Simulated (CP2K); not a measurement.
# A workflow on CH7NSn (SMILES N[CH2][SnH3])

Wanted: a structure relaxation (GFN1-xTB), then vibrational wavenumbers of CH7NSn. 

Program for the calculation: CP2K 2026.2.

2 further runs of the same task are left out: 1 that didn't finish, 1 set aside as unsound or not needed.

## 1. The system as given

CH7NSn has 10 atoms, charge 0, and is taken as a singlet. As SMILES, `N[CH2][SnH3]`. The shape comes from GFN2-xTB, which is rough for such elements, and wasn't checked as a minimum. This is one conformer, not always the lowest. The run starts from this shape.

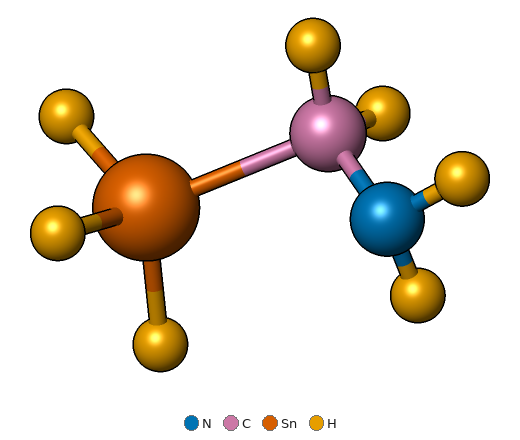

The structure, seen from a chosen angle (nitrogen blue, carbon pink, tin orange, hydrogen amber).

## 2. A geometry optimisation at GFN1-xTB (run 1)

The input, mol.inp:

```
&GLOBAL
 PROJECT mol
 RUN_TYPE GEO_OPT
 PRINT_LEVEL LOW
&END GLOBAL

&FORCE_EVAL
 METHOD Quickstep
 &DFT
  ! Quickstep
  &QS
   METHOD XTB
   EPS_DEFAULT 1.0E-10
   &XTB
    GFN_TYPE 1
    CHECK_ATOMIC_CHARGES F
   &END XTB
  &END QS
  ! cluster boundary conditions
  &POISSON
   PERIODIC NONE
   POISSON_SOLVER ANALYTIC
  &END POISSON
  ! self-consistent field
  &SCF
   SCF_GUESS ATOMIC
   EPS_SCF 1.0E-07
   MAX_SCF 100
   ADDED_MOS 2
   &DIAGONALIZATION
    ALGORITHM STANDARD
   &END DIAGONALIZATION
   &MIXING
    METHOD BROYDEN_MIXING
    ALPHA 0.2
    NBUFFER 8
   &END MIXING
   &SMEAR ON
    METHOD FERMI_DIRAC
    ELECTRONIC_TEMPERATURE [K] 300
   &END SMEAR
  &END SCF
  &PRINT
   &MOMENTS
    PERIODIC F
    REFERENCE COM
    MAX_MOMENT 1
   &END MOMENTS
   &MULLIKEN OFF
   &END MULLIKEN
   &HIRSHFELD OFF
   &END HIRSHFELD
  &END PRINT
 &END DFT
 &SUBSYS
  ! vacuum box
  &CELL
   ABC 11.6 11.9 12.5
   PERIODIC NONE
  &END CELL
  &COORD
   N     -0.645600     0.271360    -1.435560
   C     -0.402590     0.737760    -0.090700
   Sn     0.879170    -0.699890     0.937290
   H     -1.296930    -0.504750    -1.425940
   H     -1.054760     1.007890    -1.999620
   H      0.134430     1.683130    -0.142740
   H     -1.312670     0.910540     0.495470
   H      0.143520    -2.192530     1.034280
   H      1.254600    -0.272700     2.507940
   H      2.300820    -0.940800     0.119590
  &END COORD
  &TOPOLOGY
   &CENTER_COORDINATES
   &END CENTER_COORDINATES
  &END TOPOLOGY
 &END SUBSYS
&END FORCE_EVAL

! ionic moves
&MOTION
 &GEO_OPT
  OPTIMIZER BFGS
  MAX_ITER 100
  MAX_FORCE 1.0E-04
  RMS_FORCE 6.7E-05
 &END GEO_OPT
 &PRINT
  &TRAJECTORY
   &EACH
    GEO_OPT 1
   &END EACH
  &END TRAJECTORY
  &FORCES ON
   &EACH
    GEO_OPT 1
   &END EACH
  &END FORCES
  &RESTART OFF
  &END RESTART
  &RESTART_HISTORY OFF
  &END RESTART_HISTORY
 &END PRINT
&END MOTION
```

Started as:

```bash
$ OMP_NUM_THREADS=1 cp2k.psmp -i mol.inp -o mol.out
```

The log of the run:

```text
CP2K| version string:                                       CP2K version 2026.2
[...]
 GLOBAL| Method name                                                        CP2K
[...]
 GLOBAL| Run type                                                        GEO_OPT
[...]
                             - Atoms:                                         10
[...]
                             - Spherical basis functions:                     31
[...]
 Number of electrons:                                                         20
[...]
     1 NoMix/Diag. 0.20E+00    0.0     0.26169346       -11.5263380972 -1.15E+01
[...]
  *** SCF run converged in    63 steps ***
[...]
 ENERGY| Total FORCE_EVAL ( QS ) energy [hartree]            -11.551551456227804
[...]
 OPT| Step number                                                              0
[...]
 OPT| Total energy [hartree]                                      -11.5515514562
[...]
 OPT| Step number                                                             28
[...]
 OPT| Total energy [hartree]                                      -11.5537646517
[...]
 OPT| Step number                                                             29
[...]
 OPT| Total energy [hartree]                                      -11.5537655086
[...]
 ***                    GEOMETRY OPTIMIZATION COMPLETED                      ***
[...]
    15 Broy./Diag. 0.20E+00    0.0     0.00000009       -11.5537652967 -2.89E-07
  *** SCF run converged in    15 steps ***
[...]
  Fermi energy:                                                -0.21690891861896
[...]
 TB_DIPOLE| Moment [Debye]         -0.70916787       0.36630075      -0.32485207
 TB_DIPOLE| Derivative [a.u.]       0.00000000       0.00000000       0.00000000
 ENERGY| Total FORCE_EVAL ( QS ) energy [hartree]            -11.553765296704482
[...]
```

Run time: 2.8 s. Hardware: 1 thread of AMD EPYC 7R43 (Zen 3), shared host; peak memory 0.19 GiB.

Steps, from the record of the run:

| step | energy from the first frame kept (eV) | largest force (eV/Å) |
| --- | --- | --- |
| 1 | 0.0000 | 0.2723 |
| 3 | -0.0077 | 0.0933 |
| 5 | -0.0140 | 0.1373 |
| 7 | -0.0212 | 0.0906 |
| 9 | -0.0265 | 0.0740 |
| 11 | -0.0293 | 0.0479 |
| 13 | -0.0311 | 0.0521 |
| 15 | -0.0337 | 0.1352 |
| 17 | -0.0381 | 0.1828 |
| 19 | -0.0408 | 0.2211 |
| 21 | -0.0428 | 0.1990 |
| 23 | -0.0453 | 0.0618 |
| 25 | -0.0464 | 0.0582 |
| 27 | -0.0467 | 0.0209 |
| 29 | -0.0468 | 0.0065 |
| 30 | -0.0468 | 0.0065 |

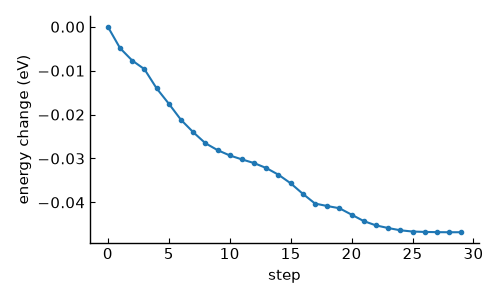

Energy along the run.

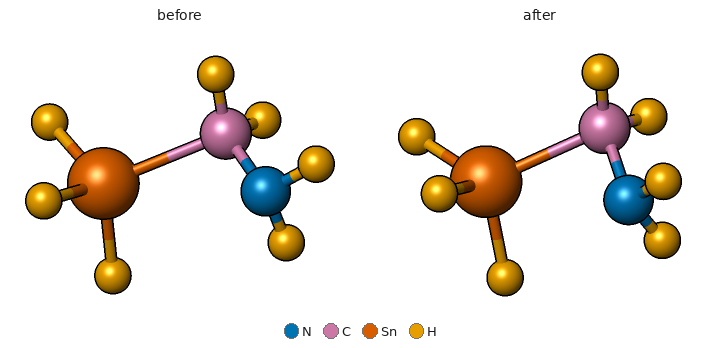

Before and after, at one scale.

After the run. Bond lengths: N1–C2 1.464 Å, C2–Sn3 2.124 Å, N1–H4 1.009 Å, N1–H5 1.012 Å, C2–H6 1.086 Å, C2–H7 1.088 Å, Sn3–H8 1.661 Å, Sn3–H9 1.684 Å, Sn3–H10 1.658 Å. Some angles: N1–C2–Sn3 92.0°, N1–C2–H6 109.6°, N1–C2–H7 112.5°, Sn3–C2–H6 113.2°, Sn3–C2–H7 119.2°, C2–N1–H4 109.1°, C2–N1–H5 110.9°, C2–Sn3–H8 106.2°, C2–Sn3–H9 122.9°, C2–Sn3–H10 105.0°.

## 3. Vibrational wavenumbers at GFN1-xTB (run 2)

The input, molecule.xyz:

```xyz
10

N      4.749618     6.267984     4.782526
C      4.852361     7.039011     6.022455
Sn     6.127457     5.588823     6.907113
H      3.913983     5.702777     4.814159
H      4.707257     6.881317     3.979209
H      5.350764     7.982984     5.823842
H      3.880769     7.236567     6.470825
H      5.349714     4.129278     6.749720
H      6.674771     5.699342     8.495662
H      7.452561     5.518881     5.912832
```

The input, run.py:

```python
import numpy as np
from ase.io import read
from ase.calculators.cp2k import CP2K
from ase.vibrations import Vibrations
from ase.thermochemistry import IdealGasThermo

atoms = read("molecule.xyz")
atoms.set_cell([11.6, 11.9, 12.5])
atoms.center()
inp = """
&FORCE_EVAL
    METHOD QUICKSTEP
    &DFT
        # Quickstep
        &QS
            METHOD XTB
            EPS_DEFAULT 1.0E-10
            &XTB
                GFN_TYPE 1
                CHECK_ATOMIC_CHARGES F
            &END XTB
        &END QS
        # no periodic images
        &POISSON
            PERIODIC NONE
            POISSON_SOLVER ANALYTIC
        &END POISSON
        # self-consistent field
        &SCF
            SCF_GUESS ATOMIC
            EPS_SCF 1.0E-08
            MAX_SCF 100
            ADDED_MOS 2
            &DIAGONALIZATION
                ALGORITHM STANDARD
            &END DIAGONALIZATION
            &MIXING
                METHOD BROYDEN_MIXING
                ALPHA 0.2
                NBUFFER 8
            &END MIXING
            &SMEAR ON
                METHOD FERMI_DIRAC
                ELECTRONIC_TEMPERATURE [K] 300
            &END SMEAR
        &END SCF
        # extra output
        &PRINT
            &MOMENTS
                PERIODIC F
                REFERENCE COM
                MAX_MOMENT 1
            &END MOMENTS
            &MULLIKEN OFF
            &END MULLIKEN
            &HIRSHFELD OFF
            &END HIRSHFELD
        &END PRINT
    &END DFT
    &SUBSYS
    &END SUBSYS
&END FORCE_EVAL
"""
cp2k = CP2K(command="cp2k.psmp -s", label="gas", inp=inp, basis_set=None, basis_set_file=None, potential_file=None, pseudo_potential=None, xc=None, cutoff=None, max_scf=None, charge=None, uks=False,
            force_eval_method=None, print_level="LOW", poisson_solver=None, stress_tensor=False)
atoms.calc = cp2k
energy = atoms.get_potential_energy()
print(f"energy {energy:.6f} eV")
vib = Vibrations(atoms, delta=0.005)
vib.run()
vib.summary()
modes = vib.get_energies()[-24:]
thermo = IdealGasThermo(vib_energies=modes, potentialenergy=energy, atoms=atoms, geometry="nonlinear", symmetrynumber=1, spin=0, ignore_imag_modes=True)
thermo.get_gibbs_energy(temperature=500, pressure=101325.0)
```

Started as:

```bash
$ OMP_NUM_THREADS=1 python run.py
```

The log of the run:

```text
energy -314.393948 eV
---------------------
  #    meV     cm^-1
---------------------
  0    0.6i      4.8i
  1    0.0i      0.1i
  2    0.0i      0.0i
  3    0.0       0.0
  4    0.5       3.9
  5    0.6       5.0
  6   16.2     130.8
  7   21.4     172.5
  8   27.9     225.3
  9   51.1     412.5
 10   52.4     422.5
 11   71.2     574.4
 12   85.3     687.7
 13   87.2     703.2
 14   92.6     746.9
 15   95.7     771.5
 16  113.7     916.9
 17  127.7    1029.9
 18  132.8    1071.3
 19  147.4    1188.9
 20  158.3    1276.9
 21  178.2    1437.3
 22  191.8    1547.2
 23  218.2    1760.0
 24  238.3    1921.8
 25  243.7    1965.2
 26  376.9    3039.6
 27  382.9    3088.6
 28  427.8    3450.4
 29  438.2    3534.3
---------------------
Zero-point energy: 1.989 eV
Enthalpy components at T = 500.00 K:
===============================
Enthalpy components at T = 500.00 K:
===============================
E_pot               -314.394 eV
E_ZPE                  1.988 eV
Cv_trans (0->T)        0.065 eV
Cv_rot (0->T)          0.065 eV
Cv_vib (0->T)          0.251 eV
-------------------------------
U                   -312.025 eV
===============================
(C_v -> C_p)           0.043 eV
-------------------------------
H                   -311.982 eV
===============================

Entropy components at T = 500.00 K and P = 101325.0 Pa:
=================================================
{"":15s}{"S":13s}     {"T*S:13s}
S_trans (1 bar)    0.0018888 eV/K        0.944 eV
S_rot              0.0011424 eV/K        0.571 eV
S_elec             0.0000000 eV/K        0.000 eV
S_vib              0.0008965 eV/K        0.448 eV
S (1 bar -> P)    -0.0000011 eV/K       -0.001 eV
-------------------------------------------------
S                  0.0039265 eV/K        1.963 eV
=================================================

Free energy components at T = 500.00 K and P = 101325.0 Pa:
=======================
    H       -311.982 eV
 -T*S         -1.963 eV
-----------------------
    G       -313.945 eV
=======================
```

gas.out, cut to the lines that bear on the results:

```text
CP2K| version string:                                       CP2K version 2026.2
[...]
 GLOBAL| Method name                                                        CP2K
[...]
 GLOBAL| Run type                                                   ENERGY_FORCE
[...]
  *** SCF run converged in    71 steps ***
[...]
  *** SCF run converged in    40 steps ***
[...]
  Fermi energy:                                                -0.21687640652436
[...]
 TB_DIPOLE| Moment [Debye]         -0.70737027       0.36174055      -0.32655895
 TB_DIPOLE| Derivative [a.u.]       0.00000000       0.00000000       0.00000000
 ENERGY| Total FORCE_EVAL ( QS ) energy [hartree]            -11.553746041515375
[...]
 Number of electrons:                                                         20
[...]
```

It took 6.6 s on 1 thread of AMD EPYC 7R43 (Zen 3), shared host; peak memory 0.18 GiB.

## 4. Results

```
                                                               quantity             value
                               run 1, GFN1-xTB: total energy at the end      -11.55377 Eh
             run 1, GFN1-xTB: dipole moment (from atomic charges alone)            0.86 D
                                     run 1, GFN1-xTB: dispersion energy      -7.21 kJ/mol
                                          run 2, GFN1-xTB: total energy      -11.55376 Eh
                            run 2, GFN1-xTB: lowest harmonic wavenumber          131 cm⁻¹
                           run 2, GFN1-xTB: highest harmonic wavenumber         3534 cm⁻¹
                                     run 2, GFN1-xTB: zero-point energy      191.8 kJ/mol
run 2, GFN1-xTB: ideal-gas entropy at 500 K (symmetry number 1 as used)  90.5 cal/(mol K)
```

**Reading.** The dipole (run 1, GFN1-xTB) comes from point charges on the atoms alone, without atomic dipoles, so it is partial. The optimisation (run 1, GFN1-xTB) took 29 steps and changed the energy by -0.060 eV. All 24 modes (run 2, GFN1-xTB) are real, so the shape is a minimum at this level.
